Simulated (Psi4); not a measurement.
**PH (SMILES [PH]) at UBLYP/cc-pVTZ**

What is the energy change on altering one bond length of PH at UBLYP/cc-pVTZ? 

The results are computed with Psi4 1.11.

2 further runs of the same task are left out: 1 that didn't finish, 1 set aside as unsound or not needed.

## (1) The structure to begin with

PH has 2 atoms, charge 0, and is taken as a triplet. As SMILES, `[PH]`. The shape is that of a PBE0-D4/def2-TZVP optimisation.

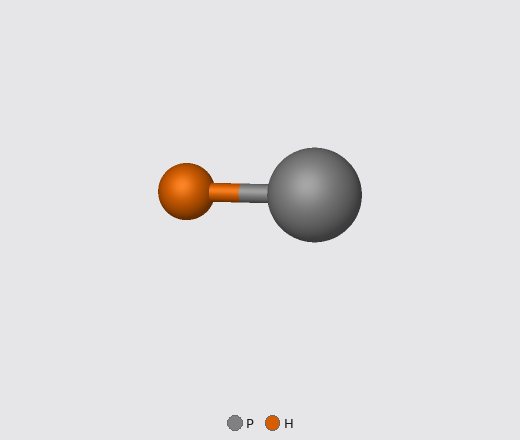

The structure, seen from a chosen angle (phosphorus grey, hydrogen orange).

## (2) Energy and gradient at UBLYP/cc-pVTZ

The input, calc.dat:

```
memory 1.6 GB

molecule geom {
  0 3
  P
  H 1 1.42829
  units angstrom
  symmetry c1
}

set globals {
  basis cc-pVTZ
  reference uks
  puream true
  e_convergence 1e-09
  d_convergence 1e-08
  scf_type pk
  dft_radial_points 99
  dft_spherical_points 590
  maxiter 100
}

energy_value, wavefunction = gradient("blyp", return_wfn=True)
oeprop(wavefunction, "MAYER_INDICES", "WIBERG_LOWDIN_INDICES", "MULLIKEN_CHARGES")
```

Command:

```bash
psi4 calc.dat calc.out -n 1
```

calc.out:

```text
[...]
  Running in c1 symmetry.
[...]
  Nuclear repulsion =    5.557455530774563
[...]
  Multiplicity = 3
[...]
  Nalpha       = 9
  Nbeta        = 7
[...]
    Number of basis functions: 48
[...]
   @UKS iter   1:  -341.84860831563998   -2.63483e-01   6.14003e-03 ADIIS/DIIS
[...]
   @UKS iter  10:  -341.88755925076430   -1.08002e-12   6.54056e-10 DIIS
[...]
   @S^2 Observed:                2.004684937E+00
[...]
    Orbital Energies [Eh]
    ---------------------
    Alpha Occupied:
       1A    -76.422741     2A     -6.332378     3A     -4.560556
       4A     -4.560556     5A     -4.553826     6A     -0.554566
       7A     -0.305403     8A     -0.214042     9A     -0.214042
    Alpha Virtual:
      10A      0.004853    11A      0.142845    12A      0.224781
      13A      0.224781    14A      0.231538    15A      0.231538
      16A      0.239312    17A      0.239312    18A      0.239573
      19A      0.355746    20A      0.514214    21A      0.765173
      22A      0.765173    23A      1.015669    24A      1.164078
      25A      1.164078    26A      1.166990    27A      1.166990
[...]
  @UKS Final Energy:  -341.88755925076430
   => Energetics <=
    Nuclear Repulsion Energy =              5.5574555307745630
    One-Electron Energy =                -483.2151192510149258
    Two-Electron Energy =                 159.3012381134690258
    DFT Exchange-Correlation Energy =     -23.5311336439929981
    Empirical Dispersion Energy =           0.0000000000000000
    VV10 Nonlocal Energy =                  0.0000000000000000
    Total Energy =                       -341.8875592507642978
[...]
 Multipole Moments:
 ------------------------------------------------------------------------------------
     Multipole            Electronic (a.u.)      Nuclear  (a.u.)        Total (a.u.)
 ------------------------------------------------------------------------------------
 L = 1.  Multiply by 2.5417464519 to convert [e a0] to [Debye]
 Dipole X            :          0.0000000            0.0000000            0.0000000
 Dipole Y            :         -0.0000000            0.0000000           -0.0000000
 Dipole Z            :         -1.1735443            1.3381952            0.1646510
 Magnitude           :                                                    0.1646510
[...]
  -Total Gradient:
     Atom            X                  Y                   Z
    ------   -----------------  -----------------  -----------------
       1        0.000000000000    -0.000000000000     0.005179508347
       2       -0.000000000000    -0.000000000000    -0.005179403340
[...]
  Mulliken Charges: (a.u.)
   Center  Symbol    Alpha    Beta     Spin     Total
       1     P     8.52750  6.48899  2.03850 -0.01649
       2     H     0.47250  0.51101 -0.03850  0.01649
   Total alpha =  9.00000, Total beta =  7.00000, Total charge =  0.00000
  Mayer Bond Indices:
  Total Bond Index:
  Irrep: 1 Size: 2 x 2
                 1                   2
[...]
```

It took 6.6 s on 1 thread of Intel Xeon Platinum 8488C (Sapphire Rapids), shared host; peak memory 0.56 GiB.

## (3) The distorted shape at the same level

The input, job.dat:

```
memory 1600 MB

molecule molecule1 {
  0 3
  P
  H 1 1.6425
  symmetry c1
}

set reference uks
set puream true
set e_convergence 1e-09
set d_convergence 1e-08
set scf_type pk
set dft_radial_points 99
set dft_spherical_points 590
set maxiter 100

energy_value, wavefunction = gradient("blyp/cc-pVTZ", return_wfn=True)
oeprop(wavefunction, "MAYER_INDICES", "DIPOLE", "MULLIKEN_CHARGES", title="BLYP")
```

Command:

```bash
psi4 -n 1 job.dat job.out
```

job.out, cut to the lines that bear on the results:

```text
[...]
  Running in c1 symmetry.
[...]
  Nuclear repulsion =    4.832668590593609
[...]
  Multiplicity = 3
[...]
  Nalpha       = 9
  Nbeta        = 7
[...]
    Number of basis functions: 48
[...]
   @UKS iter   1:  -341.84629774857217   -3.10541e-01   5.67194e-03 DIIS/ADIIS
[...]
   @UKS iter  10:  -341.87776909199999   -7.50333e-12   1.75138e-09 DIIS
[...]
   @S^2 Observed:                2.005297413E+00
[...]
  @UKS Final Energy:  -341.87776909199999
   => Energetics <=
    Nuclear Repulsion Energy =              4.8326685905936086
    One-Electron Energy =                -481.7146231439256212
    Two-Electron Energy =                 158.4870900687040773
    DFT Exchange-Correlation Energy =     -23.4829046073719887
    Empirical Dispersion Energy =           0.0000000000000000
    VV10 Nonlocal Energy =                  0.0000000000000000
    Total Energy =                       -341.8777690919999941
[...]
  -Total Gradient:
     Atom            X                  Y                   Z
    ------   -----------------  -----------------  -----------------
       1       -0.000000000000    -0.000000000000    -0.044381810864
       2        0.000000000000     0.000000000000     0.044381801128
[...]
 Multipole Moments:
 ------------------------------------------------------------------------------------
     Multipole            Electronic (a.u.)      Nuclear  (a.u.)        Total (a.u.)
 ------------------------------------------------------------------------------------
 L = 1.  Multiply by 2.5417464519 to convert [e a0] to [Debye]
 Dipole X            :          0.0000000            0.0000000            0.0000000
 Dipole Y            :         -0.0000000            0.0000000           -0.0000000
 Dipole Z            :         -1.4987907            1.5388931            0.0401024
 Magnitude           :                                                    0.0401024
[...]
  Mulliken Charges: (a.u.)
   Center  Symbol    Alpha    Beta     Spin     Total
       1     P     8.51615  6.46177  2.05438  0.02208
       2     H     0.48385  0.53823 -0.05438 -0.02208
   Total alpha =  9.00000, Total beta =  7.00000, Total charge =  0.00000
  Mayer Bond Indices:
  Total Bond Index:
  Irrep: 1 Size: 2 x 2
                 1                   2
[...]
```

Wall time 6.6 s (1 thread of Intel Xeon Platinum 8488C (Sapphire Rapids), shared host); peak memory 0.56 GiB.

## (4) Outcome

At UBLYP/cc-pVTZ:

| quantity | value |
| --- | --- |
| first shape: total energy | -341.88756 Eh |
| first shape: dipole moment | 0.42 D |
| first shape: HOMO energy (highest over α and β) | -5.82 eV |
| first shape: LUMO energy (lowest over α and β) | -3.99 eV |
| first shape: ⟨S²⟩ | 2.005 |
| first shape: largest force on an atom | 0.266 eV/Å |
| distorted shape: total energy | -341.87777 Eh |
| distorted shape: dipole moment | 0.10 D |
| distorted shape: HOMO energy (highest over α and β) | -5.87 eV |
| distorted shape: LUMO energy (lowest over α and β) | -4.03 eV |
| distorted shape: ⟨S²⟩ | 2.005 |
| distorted shape: largest force on an atom | 2.282 eV/Å |
| energy change with the P1–H2 bond stretched from 1.428 to 1.643 Å | 0.266 eV |

In words: With the P1–H2 bond stretched from 1.428 to 1.643 Å the energy rises by 0.27 eV (6.1 kcal/mol). The first shape isn't relaxed at this level, so the change isn't measured from a minimum. The largest force (first shape) is 0.27 eV/Å: the shape isn't a stationary point for this species at this level.
